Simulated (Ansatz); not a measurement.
# Co(001) (P6_3/mmc bulk, slab 8 Å thick): relaxation and tunnelling images, part 2 of 2

Aim: relax Co(001) (P6_3/mmc bulk, slab 8 Å thick), then simulate its STM images at several biases.

Ansatz 0.2.0; DFT PBE, scalar-relativistic, plane waves, PAW. The steps go on from the part before.

## Step 3: Densities by energy window

The windows are in eV from the zero of bias; a denser mesh resolves them.

Input file input.yaml:

```yaml
crystal:
  lattice:
    - [2.51900087, 0.0, 0.0]
    - [-1.25950043, 2.18151875, 0.0]
    - [0.0, 0.0, 26.18200015]
  atoms:
    - { symbol: Co, position: [0.3333333323, 0.666666666, 0.3437476109], spin: 2.03 }
    - { symbol: Co, position: [0.6666666663, 0.3333333323, 0.4218738104], spin: 1.96 }
    - { symbol: Co, position: [0.3333333323, 0.666666666, 0.4983443182], spin: 1.9 }
    - { symbol: Co, position: [0.6666666663, 0.3333333323, 0.5756900189], spin: 1.94 }
    - { symbol: Co, position: [0.3333333323, 0.666666666, 0.6498287038], spin: 2.0 }
basis:
  ecutwfc: 420.0
  fft_grid_basis: typed
kpoints:
  mp_grid: { grid: [24, 24, 1] }
hamiltonian:
  xc: pbe
  pseudopotentials: { kind: paw }
scf:
  occupations: { method: gaussian, width: 0.1 }
output:
  forces: true
  eigenvalues: true
  populations: true
  band_densities:
    - { e_range: [-2.0, -1.0] }
    - { e_range: [-1.0, -0.5] }
    - { e_range: [-0.5, -0.25] }
    - { e_range: [-0.25, 0.0] }
    - { e_range: [0.0, 0.25] }
    - { e_range: [0.25, 0.5] }
    - { e_range: [0.5, 1.0] }
    - { e_range: [1.0, 1.5] }
  band_residual_tolerance: 1.0e-05
  write_potential: true
  elf: true
  write_density: true
  volumetric_format: npy
efield:
  axis: 3
  dipole_correction: true
  ramp_width: 0.04
magnetization:
  spin_polarized: true
checkpoint:
  read: start.run
  write: ck
  compress: false
  write_wavefunctions: false
  write_every: 100000
```

On the command line:

```
$ ansatz run input.yaml --threads 2 --pin off --max-ram 4423MiB --backend cpu --events-out ev --progress --plain --runs-dir out
```

The log of the run:

```text
[... 1 line left out ...]
Warning: RAYON_NUM_THREADS=2 ignored (pool sized by the plan → 2); use --threads N
Engine: ansatz 0.2.0, x86_64-unknown-linux-gnu
Pseudopotentials: kind: paw
Pseudopotential: Co, paw, valence charge 17, recommended cutoff 420 eV (normal), Co.paw.azcp
Functional definition: PBE
  parameter kappa = 0.804
  parameter beta = 0.06672455060314922
  exchange = pbe_x(kappa = kappa, mu = beta*pi^2/3)
  correlation = pbe_c(beta = beta)
Crystal: 5 atoms, lattice volume = 143.877 Å³
Basis set: ecut = 420 eV, 2841 PW (Γ), exchange–correlation on 36×36×360 points (8 copies of the dense FFT grid, shifted against one another)
Bands: 57, of which v1, the nominal top of the filled ones, is band 43 counted from 1 (42 counted from 0)
Symmetry: 6 space group operations
k-points: 61 of 576 (time reversal used)
Non-local potential: Co, projectors of the file, l = 0: 3, l = 1: 2, l = 2: 3, l = 3: 1
PAW form: soft (Blöchl's): semilocal exchange-correlation on the pseudo side does not see the compensation charge
PAW one-centre angular grid: Co, 590 points (default); XC on 64 Gauss nodes
Initial density: read from a saved state, or passed on in memory by an earlier SCF of this step, an earlier step, the calling program or the single point that the run made first
Stability of the state it starts from, as read at its close in the collinear treatment: not read negative (Ritz values of 1 − χ₀K, real part plus size of imaginary part, from 0.52 to 0.86, by its mixing steps under the symmetry group of the SCF that read it); its run was given moments
Starting moments: Σ|m| = 9.83 μB on 5 of 5 sites; this step starts from the density that it was given
Initial wavefunctions: pseudopotential atomic-orbital guess
Functional: x = pbe(κ = 0.804, μ = 0.2195149727645171), c = pbe(β = 0.06672455060314922)
iter 1 solved again at ethr=2.36e-5 eV; its pass at ethr=3.10e-3 eV (dr2=2.01e-2 eV) is discarded
SCF iter   1: F=—  HF=-25629.247517 eV  |F-HF|=—  |Δ(HF+E_count)|=         —  Δρ=2.33e-3 (↑2.33e-3 ↓2.02e-3)  dr2=1.79e-2  dr2_m=5.19e-3  M=8.453 μB ∫|m|=9.306 μB  β_m=1.20  ethr=2.36e-5  p=0.002 e·Å  D=2.60e-3 V/Å  ΔV_dip=-0.07 eV  dr2_dipole=4.77e-4  V_vac-E_F(+/−)=4.84/4.91 eV  ⟨swp⟩=2.9  Hψ=47465  notcnv=0
efield: sawtooth ramp at fractional position 0.9800 (handed on by an earlier solve), width 0.0400; the density the first Hamiltonian is built on has a dipole p = 0.002 e·Å; the dipole correction subtracts the counter field D = 2.60e-3 V/Å, which shifts the + side's vacuum level by -0.07 eV against the − side's; the planar-averaged density in the ramp window peaks in size at 8.9e-6 e/Å³
preconditioner: auto → LDOS  [metal: Δε(μ)=0.007 eV  Ē_g=7.186 eV  σ=0.100 eV  W_gap=0.04  n_scr=20 (ndim 8)  ℏωp=20.8 eV  f_vac=0.572  D(μ)=5.88/eV (n_scr^D=22)]
spin=Collinear: LDOS preconditioning applied to the charge; magnetization (m = ρ↑ − ρ↓) channel mixes plain (no charge-response kernel on spin).
SCF iter   2: F=—  HF=-25629.247229 eV  |F-HF|=—  |Δ(HF+E_count)|=   2.88e-4  Δρ=8.71e-4 (↑8.71e-4 ↓4.83e-4)  dr2=7.00e-3  dr2_m=1.09e-4  M=8.428 μB ∫|m|=9.299 μB  β_m=0.31  ethr=2.11e-5  p=0.002 e·Å  D=2.71e-3 V/Å  ΔV_dip=-0.07 eV  dr2_dipole=3.07e-4  V_vac-E_F(+/−)=4.86/4.93 eV  ⟨swp⟩=1.7  Hψ=7374  notcnv=0
density mixer auto → msr1: a metal under ldos (density of states about μ 2.86 of a free-electron gas's, 20 screened modes)
[... 8 lines left out ...]
SCF iter  11: F=—  HF=-25629.248413 eV  |F-HF|=—  |Δ(HF+E_count)|=   6.17e-8  Δρ=2.29e-5 (↑1.23e-5 ↓2.29e-5)  dr2=1.14e-6  dr2_m=1.27e-7  M=8.408 μB ∫|m|=9.271 μB  β_m=0.73  ethr=4.08e-9  p=0.002 e·Å  D=2.93e-3 V/Å  ΔV_dip=-0.08 eV  dr2_dipole=1.26e-8  V_vac-E_F(+/−)=4.88/4.96 eV  ⟨swp⟩=2.1  Hψ=9290  notcnv=0  defer=1
SCF iter  12: F=—  HF=-25629.248413 eV  |F-HF|=—  |Δ(HF+E_count)|=   9.17e-8  Δρ=1.04e-5 (↑5.06e-6 ↓1.04e-5)  dr2=1.99e-7  dr2_m=2.18e-8  M=8.408 μB ∫|m|=9.271 μB  β_m=0.64  ethr=1.34e-9  p=0.002 e·Å  D=2.93e-3 V/Å  ΔV_dip=-0.08 eV  dr2_dipole=4.35e-9  V_vac-E_F(+/−)=4.88/4.96 eV  ⟨swp⟩=2.4  Hψ=10603  notcnv=0  defer=1
SCF iter  13: F=-25629.248413 eV  HF=-25629.248413 eV  |F-HF|=6.15e-8  |Δ(HF+E_count)|=   1.77e-8  Δρ=3.17e-6 (↑3.10e-6 ↓3.17e-6)  dr2=4.04e-8  dr2_m=4.88e-9  M=8.408 μB ∫|m|=9.271 μB  ethr=1.18e-10  p=0.002 e·Å  D=2.93e-3 V/Å  ΔV_dip=-0.08 eV  dr2_dipole=3.62e-10  V_vac-E_F(+/−)=4.88/4.96 eV  ⟨swp⟩=20.5  Hψ=58995  notcnv=0
SCF 1 converged in 13 iterations: F = -25629.248413 eV  dr2 = 4.04e-8
solved again in the potential of the output density, not every published eigenvalue holds within its bar: in spin ↑, 248 eigenvalues moved, the lowest at band 0; the one that moved furthest (k=0, band 54), published at 10.513 eV, moved by -0.0039 eV, against a bar of 0.0010 eV; in spin ↓, 317 eigenvalues moved, the lowest at band 1; the one that moved furthest (k=0, band 54), published at 10.563 eV, moved by -0.0049 eV, against a bar of 0.0010 eV (bands and k-points counted from 0; bands.shift_under_output_density.table_levels in the report). At each k-point, in each spin channel, the i-th published eigenvalue, in ascending order, is compared with the i-th on the output side: "moved" is said of an eigenvalue by its index, where the two differ by more than its bar. The level there was still moving when the self-consistency loop ended, or the two rows pair different levels: a move about equal to the distance to the next published one (band + 1 or band - 1 at that k-point) is a sign that the rows do. An eigenvalue that was not read stands at or over a band that did not come within the tolerance in that solve, or its shift or its bar came out as no number: whether it is settled is not known. No published value changes. The table publishes no pair of band edges (a metal's, for one, or one whose gap the smearing's tails bridge, one under two Fermi levels, one with no empty band)
WARN: The output density's exchange-correlation potential varies sharply where the density is thin. Do not read a vacuum level from v_tot or v_xc, or from such a field of the output density. On a cell that repeats whose density bears no net charge and no dipole along the vacuum's axis use v_es (v_loc + v_h of the components); under efield.dipole_correction with no amplitude use v_es + v_field, which holds any external_charges[].barrier, or the levels of the report's work_function block, which leave it out; under a non-zero efield.amplitude the vacuum is tilted and has no level; on a cell that repeats and bears such a dipole with no correction it is tilted too, and efield.dipole_correction with no amplitude gives each side of its ramp a level where efield: is served; in a cell that repeats whose density bears a net charge (total_charge, or a fill off its count) it is curved and has none; of a slab under crystal.periodic whose density bears no net charge use v_es, which has a level on each side, short of where the two are joined; of another it falls or rises all the way out and has none; of a slab beside external_charges read slab_vacuum_level instead, which it has where they leave it neutral. The grid or the basis barely resolves most such structure, and the values can differ between equally converged runs; as a rule a tighter scf.convergence.dr2_threshold does not remove it. Where the density itself ripples (under the LDA too) a higher basis.ecutwfc lessens it. The files hold the spikes' plane waves up to the density's cutoff. Files: v_tot_of_output_density and the like, and their columns of v_z.tsv (output.write_potential); v_xc_of_output_density and the like, and their columns of v_comp_z.tsv (output.write_potential_components). Measured: with its Gaussian average of σ = 0.25 Å subtracted twice, the exchange-correlation potential is over 0.1 eV at 1898 of the grid points where the equally averaged density (valence and model cores) is under 1e-3 e/Å³, and 1.25 eV at the most among them, at an averaged density of 1.1e-8 e/Å³. The input density's (outcome.potential() and, of a run that writes arrays, v_tot and v_xc) is over 0.1 eV, so measured, at 986 points of its own thin density, 0.854 eV at the most. See output.write_potential in the manual, Limitations
NSCF: frozen V_eff on 5 k-points
efield: sawtooth ramp at fractional position 0.9800 (kept from the solve that this one continues, or follows in the run), width 0.0400; the density the first Hamiltonian is built on has a dipole p = 0.002 e·Å; the dipole correction subtracts the counter field D = 2.93e-3 V/Å, which shifts the + side's vacuum level by -0.08 eV against the − side's; the planar-averaged density in the ramp window peaks in size at 9.0e-6 e/Å³
SCF converged after 13 iterations
Magnetization: 8.4080 μB (46.7040 up, 38.2960 down)
Absolute magnetization: 9.2734 μB (∫|ρ↑−ρ↓|, with the PAW one-centre terms)
Spin contamination: 0.1748 ħ² per cell (⟨S²⟩ above its minimum at these occupations)
Per-site moments (μB) at R_I (Å): [(1.8213064634467282, 1.035300445907725), (1.7441169806760901, 1.0207795554113892), (1.6878749596039815, 1.0207795554113892), (1.7282695444382299, 1.0005134018704485), (1.7928762523826673, 1.0005134018704485)]
Free energy (F): -25629.248413 eV
Harris-Foulkes:  -25629.248413 eV  (|F-HF|=6.15e-8)
Internal energy: -25629.219369 eV  (E = F + TS)
E sigma→0 (E₀):  -25629.233891 eV
Entropy (-TS):   -0.029044 eV (-5.809 meV/atom)
Fermi energy:    4.082189 eV
Dipole field:    D = 0.002904 V/Å  (p = 0.002309 e·Å, saw-weighted, corrected)
Work function:   Φ+ = 4.8814 eV   Φ− = 4.9575 eV
Levels:          The Fermi level and band energies are counted from a zero that moves with the ramp; work functions are not
--- Per-component energies (eV) ---
  E_band       = -2455.649814
  E_kinetic    = 2261.660422
  E_local      = -215621.981167  (includes V_loc(G=0)·N_el)
  E_nonlocal   = 2275.791997
  E_hartree    = 106048.542590
  E_xc         = -790.913577
  E_vxc        = -1020.256619  (∫ρ·V_xc dr)
  E_paw        = -7578.900902  (= ΣΔE_a)
  E_vpaw       = -2447.996042  (= ΣTr[D̂ρ^β])
  E_aug_tail   = 0.000370  (compensation charges beyond the density's cutoff)
  E_efield     = 0.000003  (sawtooth field / dipole correction)
  E_vefield    = 0.013597  (∫n·V_field dr)
  E_ewald      = 87776.580895
  E_smearing   = -0.029044  (= −TS)
  E_closure    = -0.000000  (closes the sum)
  Σ components = -25629.248413   (vs F -25629.248413, Δ=0.00e0)
--- Forces (eV/Å), atoms counted from 1 ---
  atom   1  Co     0.00000000     0.00000000     0.51589598
  atom   2  Co     0.00000000     0.00000000    -0.52985700
  atom   3  Co    -0.00000000     0.00000000     0.00417371
  atom   4  Co    -0.00000000    -0.00000000     0.01049822
  atom   5  Co     0.00000000     0.00000000    -0.00072409
  max |Σ_I F_I| component: 1.32e-5 eV/Å
--- Band table (eV; the first three rows and the last of 122) ---
[... 4 lines left out ...]
--- Löwdin populations: 5 sites ---
  site symbol       q [e]    m [muB]
     0     Co     16.7907     1.8181
     1     Co     16.7708     1.7357
     2     Co     16.7897     1.6774
     3     Co     16.7734     1.7202
     4     Co     16.7938     1.7960
  spilling = 0.012726 (of n_electrons = 85.000000)
--- Band densities, each state counted as filled ---
  window                                       electrons  max residual (eV)  cut levels
  e_range: [-2, -1]                  6.171875 + 4.269097             6.9e-9           0
  e_range: [-1, -0.5]                3.555556 + 3.878472             7.1e-9           0
  e_range: [-0.5, -0.25]             0.250000 + 1.217014             7.1e-9           0
  e_range: [-0.25, 0]                0.197917 + 1.119792             1.1e-8           0
  e_range: [0, 0.25]                 0.137153 + 0.958333             4.1e-6           0
  e_range: [0.25, 0.5]               0.208333 + 1.288194             3.3e-6           0
  e_range: [0.5, 1]                  0.494792 + 2.932292             3.5e-6           0
  e_range: [1, 1.5]                  0.348958 + 3.270833             3.5e-6           0
```

It took 28 s on 2 threads of AMD EPYC 9R45 (Zen 5), shared host; peak memory 0.93 GiB.

From the log: work function 4.88 eV (top face), 4.96 eV (bottom face).

band_densities.tsv:

```
# window	n_electrons_up	n_electrons_dn	max_residual_ev	n_cut_levels
# fermi_ev = 4.082189
# range_zeros_ev = 4.082189 4.082189
# range_zeros_ev: from where a range's energies are measured, in spin up and in spin down where the run solves two channels
e_range_-2_-1	6.171875	4.269097	6.950e-9	0
e_range_-1_-0.5	3.555556	3.878472	7.060e-9	0
e_range_-0.5_-0.25	0.250000	1.217014	7.055e-9	0
e_range_-0.25_0	0.197917	1.119792	1.100e-8	0
e_range_0_0.25	0.137153	0.958333	4.076e-6	0
e_range_0.25_0.5	0.208333	1.288194	3.316e-6	0
e_range_0.5_1	0.494792	2.932292	3.510e-6	0
e_range_1_1.5	0.348958	3.270833	3.524e-6	0
```

## Step 4: Simulated images

Simulated STM (Tersoff–Hamann, s-wave tip, no tip–sample forces).

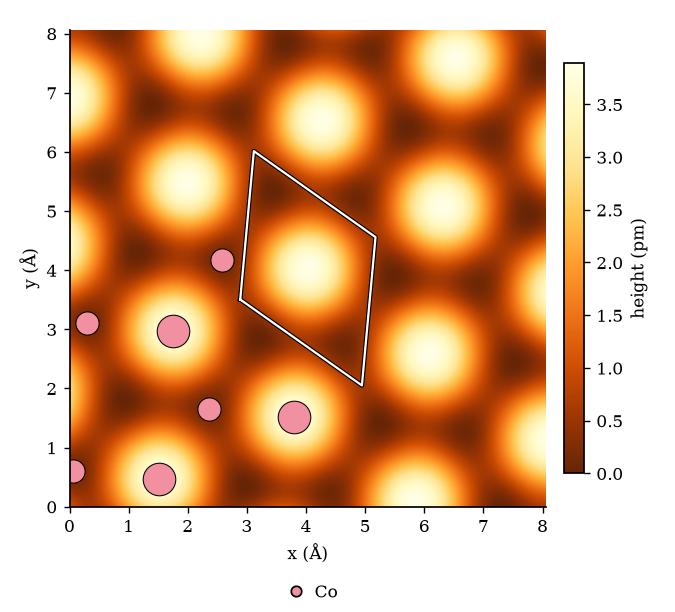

Constant-current image at a set point of 9.8 × 10⁻⁴ e/Å³, bias −0.25 V (filled states); exposed atoms are drawn over one corner and one cell is outlined.

The brightest spots lie over the top Co atoms; the darkest points are over hollow sites. The corrugation is 4 pm at a mean tip height of 2.0 Å. So weak a contrast depends on the k-mesh and on the tip.

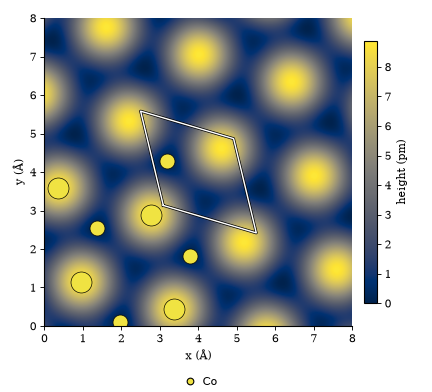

Constant-current image at a set point of 1.3 × 10⁻³ e/Å³, bias +0.25 V (empty states); exposed atoms are drawn over one corner and one cell is outlined.

The brightest spots lie over the top Co atoms; the darkest points are over the Co atoms about 1.9 Å below the slab's top atoms. The corrugation is 9 pm at a mean tip height of 2.0 Å. So weak a contrast depends on the k-mesh and on the tip.

## Step 5: Decay, spin and depth

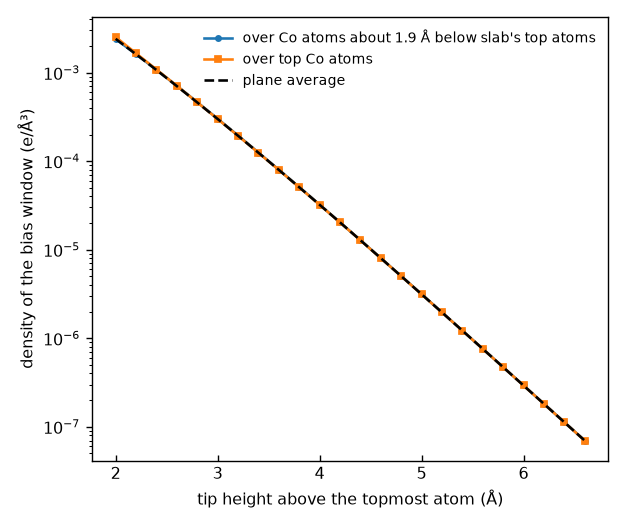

Approach curves over Co(001) (P6_3/mmc bulk, slab 8 Å thick) at a sample bias of −0.50 V.

How fast does the current decay, and what apparent barrier height does that imply?

Near 4 Å the plane average falls as exp(−2.29 z/Å), a factor of 9.8 per ångström, which gives an apparent barrier of 5.0 eV (0.952 eV Å² times the slope squared). The vacuum level lies 4.88 eV above zero bias. The two are close, as expected where zone-centre states near the Fermi level carry the current.

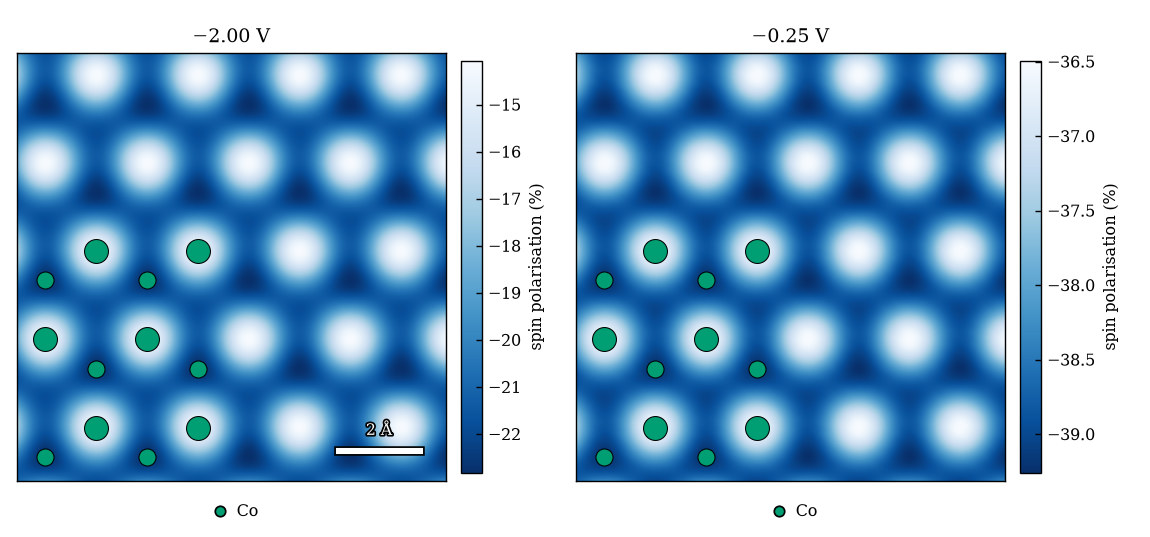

Spin polarisation (up minus down, over the sum) of the tunnelling density 3.0 Å above Co(001) (P6_3/mmc bulk, slab 8 Å thick).

What would a spin-polarised tip see, and which atoms carry the moments?

At −2.00 V the plane average is −20 %, from −23 % over the Co atoms about 1.9 Å below the slab's top atoms to −14 % over the top Co atoms. At −0.25 V it is nearly uniform at −38 %. The cell's net moment is 8.4 μB; the highest magnetic atoms carry +1.8 μB (Co, topmost), +1.7 μB (Co, 1.9 Å below the top), +1.7 μB (Co, 4.0 Å below the top) and +1.7 μB (Co, 6.0 Å below the top).

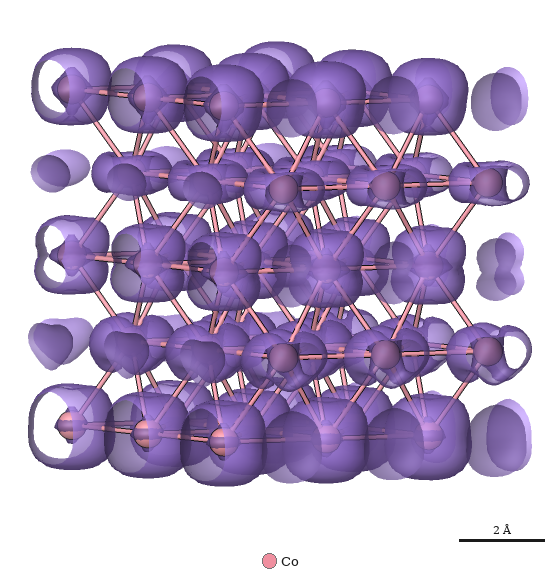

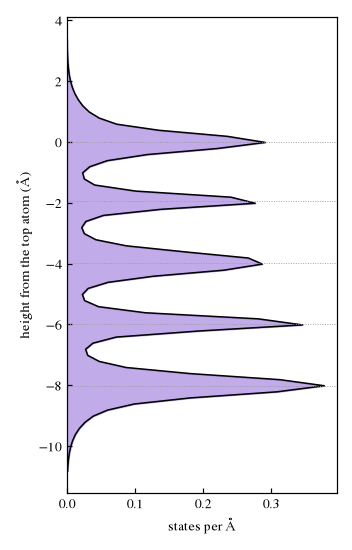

Density of all states between −0.25 and 0.00 eV from the Fermi level in Co(001) (P6_3/mmc bulk, slab 8 Å thick): purple isosurface at 1.1 × 10⁻² e/Å³, seen from the side, and its sum over planes (dotted lines mark the atomic planes).

The density is that of the smooth PAW orbitals, smoothed near the nuclei.

Where in the slab do these states sit?

The window holds 1.3 states per cell. Shares by plane, top to bottom: Co 20 %, Co 14 %, Co 20 %, Co 18 %, Co 27 %. The states spread through the slab.

## Step 6: Outcome

The summary covers parts 1 to 2.

```
                            quantity         value
             work function, top face       4.88 eV
         gap of the slab on its mesh  none (metal)
                              moment  8.41 μB/cell
corrugation at −0.25 V, tip 2.0 Å up          4 pm
corrugation at +0.25 V, tip 2.0 Å up          9 pm
```

What this shows: At −0.25 V the brightest spots lie over the top Co atoms; the darkest points are over hollow sites. At +0.25 V the brightest spots lie over the top Co atoms; the darkest points are over the Co atoms about 1.9 Å below the slab's top atoms. The model has an s-wave tip and no tip-sample forces.
